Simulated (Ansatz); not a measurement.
**CH2BN (SMILES BC#N): HF/STO-3G**

Aim: the electronic atomisation energy of CH2BN at HF/STO-3G, from 5 runs. 

The results are computed with Ansatz 0.2.0.

65 further runs of the same task are left out: 65 set aside as unsound or not needed. Runs told in other sessions of the task aren't counted.

## 1. Starting point

The species is CH2BN (5 atoms), meant as a singlet with charge 0. SMILES: `BC#N`. The coordinates come from a PBE0-D4/def2-TZVP relaxation.

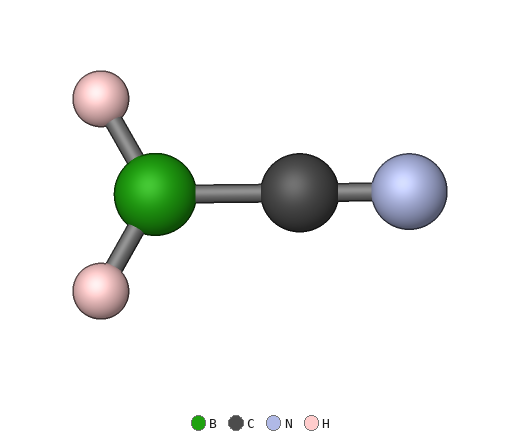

The structure, seen from a chosen angle (boron green, carbon dark grey, nitrogen light blue, hydrogen pink).

## 2. The energy at HF/STO-3G

run.yaml

```yaml
crystal:
  periodic: [false, false, false]
  atoms:
    - {symbol: B, position_ang: [-0.219200, 0.441300, -0.341900]}
    - {symbol: C, position_ang: [0.352700, -0.696700, 0.490700]}
    - {symbol: "N", position_ang: [0.786500, -1.559600, 1.122200]}
    - {symbol: H, position_ang: [-0.744300, 0.187400, -1.377600]}
    - {symbol: H, position_ang: [-0.125900, 1.554000, 0.065300]}
basis:
  gaussian: {orbitals: STO-3G}
total_charge: 0
hamiltonian: {xc: hf}
accuracy: high
output: {orbitals: {seedname: orbitals}}
```

Launch:

```console
$ ansatz run run.yaml --threads 1 --pin off --max-ram 3480MiB --events-out events.jsonl --progress --plain --runs-dir runs
```

What it wrote:

```text
Warning: RAYON_NUM_THREADS=1 ignored (pool sized by the plan → 1); use --threads N
Functional definition: HF
  name "HF"
  exchange = exact_x
  correlation = 0
296 factors; integrals over basis functions are off by at most 8.1e-9 eV
mean field evaluation 1: about -3170.9665 eV, gradient 3.1e1 eV
mean field evaluation 2: about -3170.9764 eV, gradient 3.1e1 eV
mean field evaluation 4: about -3173.9598 eV, gradient 2.3e0 eV
mean field evaluation 8: about -3173.9916 eV, gradient 1.1e-4 eV
mean field -3173.98967783 eV, -116.6419692528 hartree, gradient 3.8e-8 eV, S^2 0.000000; 0 other end points of the search recorded, 0 dependent functions left out
reference -3173.98967783 eV, -116.6419692528 hartree; 10, 10 occupied and 7, 7 virtual orbitals, 296 factors
Total energy: -3173.98967783 eV, -116.6419692528 hartree
```

It took 0.08 s on 1 thread of Arm Neoverse V2, shared host.

## 3. The B atom, same level

in.yaml

```yaml
crystal:
  periodic: [false, false, false]
  atoms:
    - symbol: B
      position_ang: [0.000000, 0.000000, 0.000000]
basis:
  gaussian: {orbitals: STO-3G}
total_charge: 0
magnetization: {spin_polarized: true, initial_magnetization: 1}
hamiltonian: {xc: hf}
accuracy: high
```

Run the same way, it converges to -24.14899 Eh (log not shown).

## 4. The C atom at the same level

molecule.yaml

```yaml
crystal:
  periodic: [false, false, false]
  atoms:
    - {symbol: C, position_ang: [0.000000, 0.000000, 0.000000]}
basis:
  gaussian:
    orbitals: STO-3G
magnetization:
  spin_polarized: true
  initial_magnetization: 2
hamiltonian:
  xc: hf
accuracy: high
```

Run the same way, it converges to -37.19839 Eh (log not shown).

## 5. The H atom at the same level

molecule.yaml

```yaml
crystal:
  periodic: [false, false, false]
  atoms:
    - {symbol: H, position_ang: [0.000000, 0.000000, 0.000000]}
basis:
  gaussian: {orbitals: STO-3G}
magnetization: {spin_polarized: true, initial_magnetization: 1}
hamiltonian: {xc: hf}
accuracy: high
```

Run the same way, it converges to -0.46658 Eh (log not shown).

## 6. The N atom

run.yaml

```yaml
crystal:
  periodic: [false, false, false]
  atoms:
    - symbol: "N"
      position_ang: [0.000000, 0.000000, 0.000000]
basis:
  gaussian:
    orbitals: STO-3G
magnetization:
  spin_polarized: true
  initial_magnetization: 3
accuracy: high
hamiltonian:
  xc: hf
```

Run the same way, it converges to -53.71901 Eh (log not shown).

## 7. Results

At HF/STO-3G:

| quantity | value |
| --- | --- |
| molecule: total energy | -116.64197 Eh |
| molecule: HOMO energy | -11.26 eV |
| molecule: LUMO energy | 4.27 eV |
| molecule: HOMO–LUMO gap | 15.52 eV |
| B atom: total energy | -24.14899 Eh |
| B atom: ⟨S²⟩ | 0.750 |
| C atom: total energy | -37.19839 Eh |
| C atom: ⟨S²⟩ | 2.000 |
| H atom: total energy | -0.46658 Eh |
| H atom: ⟨S²⟩ | 0.750 |
| N atom: total energy | -53.71901 Eh |
| N atom: ⟨S²⟩ | 3.750 |
| electronic atomisation energy | 17.481 eV |

**Reading.** Taking the molecule apart into free atoms costs 17.48 eV (1687 kJ/mol), before zero-point energy and without spin-orbit coupling. Hartree–Fock lacks the correlation of the bonding pairs, which as a rule makes this value much too low; in minimal bases other errors can mask that. In a minimal basis such a difference can be off by several eV, whatever the method.
